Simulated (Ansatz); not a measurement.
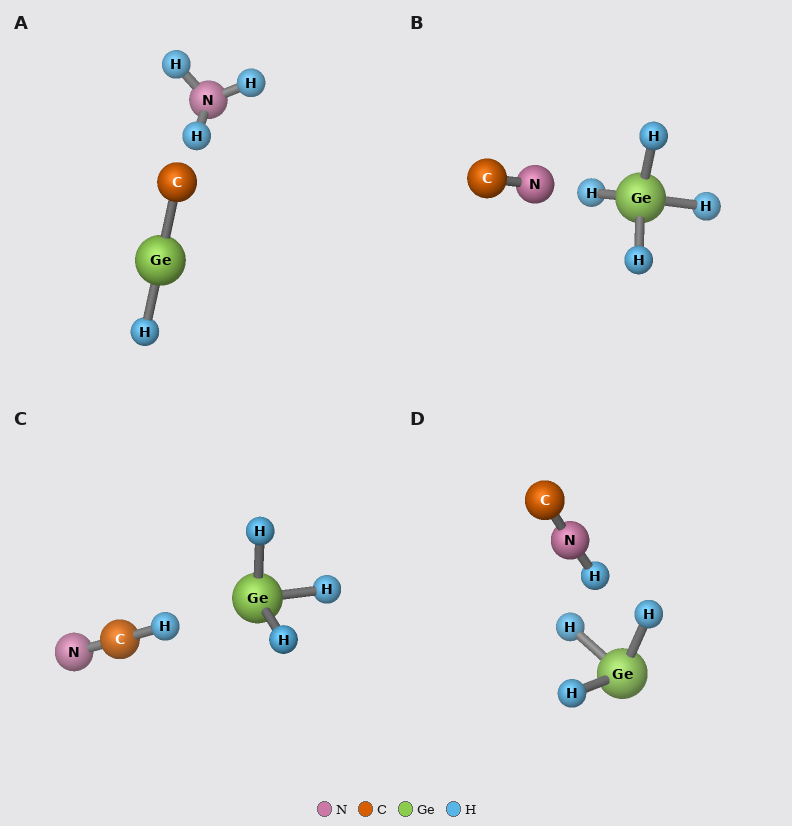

4 stationary structures of one formula. Charge −1, singlet. Geometries: PBE-D4/def2-SVPD. Electronic energies: PBE-D4/def2-SVPD (Ansatz 0.2.0), without zero-point energy. No frequency run is at hand to confirm each as a minimum. Each is one conformer, not always the lowest.

### Which is lowest in energy, and by how much?

C is lowest; B lies 0.125 eV above it (C3v), D lies 0.478 eV above it, A lies 3.021 eV above it (Cs).
